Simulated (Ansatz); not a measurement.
# C₂H₅CuN₂: what the fields show

Input file:

```
crystal:
  periodic: [false, false, false]
  atoms:
    - {symbol: C, position_ang: [-0.795381, -1.980879, 1.642833]}
    - {symbol: C, position_ang: [-0.359951, -0.943376, 0.738511]}
    - {symbol: N, position_ang: [-0.014467, -0.117671, 0.020708]}
    - {symbol: Cu, position_ang: [0.531373, 1.213675, -1.108422]}
    - {symbol: N, position_ang: [1.105800, 2.449556, -2.312547]}
    - {symbol: H, position_ang: [-0.435002, -1.770504, 2.651370]}
    - {symbol: H, position_ang: [-1.885827, -2.025000, 1.657348]}
    - {symbol: H, position_ang: [-0.404626, -2.947076, 1.318784]}
    - {symbol: H, position_ang: [0.387314, 3.093174, -2.624915]}
    - {symbol: H, position_ang: [1.870777, 3.028103, -1.983660]}
basis:
  gaussian: {orbitals: def2-TZVPP}
hamiltonian: {xc: pbe0, dispersion: d4}
output: {orbitals: {seedname: orbitals}}
```

Run with:

```sh
ansatz run in.yaml --threads 4 --pin off --events-out ev --progress --plain --max-ram 10444MiB
```

Geometry: PBE0-D4/def2-TZVP.

Theory: Ansatz, RKS PBE0-D4/def2-TZVPP.

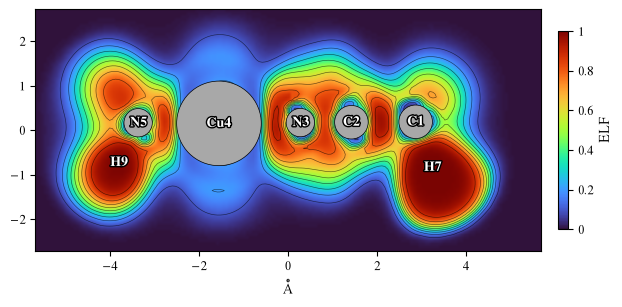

Figure 1. Electron localisation function on the plane of atoms C2, C1 and H7. Grey discs cover the atomic cores.

> Interpret the plot.

- Atoms in the plane: C, N, Cu and H.
- C–N (1.15 Å): the ELF peaks at about 0.85 between the atoms: a short, multiple covalent bond.
- C–C (1.44 Å): the ELF peaks at about 0.95 between the atoms: localised, covalent bonding.
- Cu–N (1.82 Å): the ELF peaks at about 0.90 in the valence shell of N, 0.6 Å from its nucleus, and is about 0.30 at the midpoint.
- N–H (1.01 Å): the ELF climbs to about 1 towards the hydrogen, as it does in any bond to H (an ordinary covalent bond to hydrogen).
- C–H (1.09 Å): the ELF climbs to about 1 towards the hydrogen (an ordinary covalent bond to hydrogen).

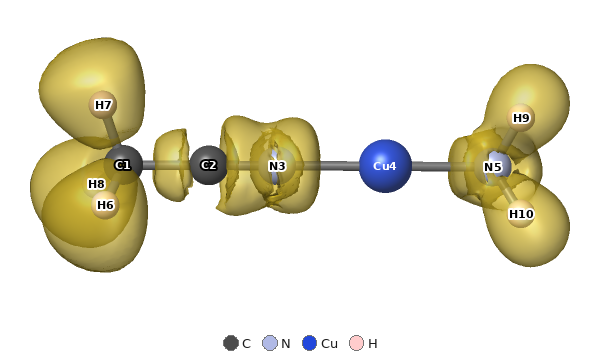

Figure 2. Isosurface of the electron localisation function at 0.75 (yellow), seen across its widest extent. Core shells and regions of very low density are left out.

> Where are the electrons localised?

The ELF exceeds this value in one region between bonded C–C atoms (shared pairs), three regions around hydrogen nuclei, one region on N in which the atom's valence shell and bonds are merged and one joined region spread over several atoms (H, N), in which their bonds and any lone pairs are merged.

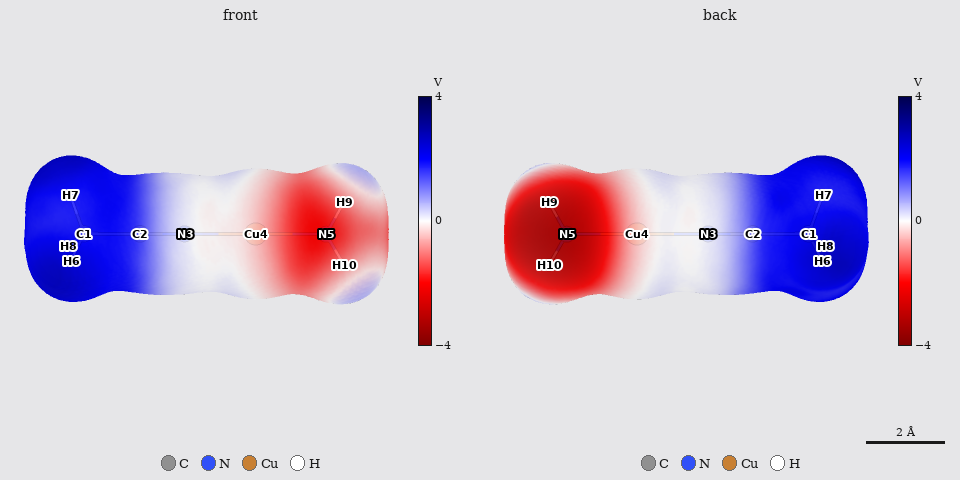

Figure 3. The electrostatic potential painted on the density surface at 0.004 e/bohr³, seen from the front and from behind; red is negative and blue positive.

> Which sites attract a positive test charge, and which a negative one?

A positive charge is drawn to the negative regions and a negative charge to the positive ones. The most negative region (about −3.4 V, or −78 kcal/mol for a unit charge) lies over N5, the most positive (about +2.7 V, or +62 kcal/mol for a unit charge) over H6 and H8. N5 is the likeliest acceptor of a hydrogen bond.
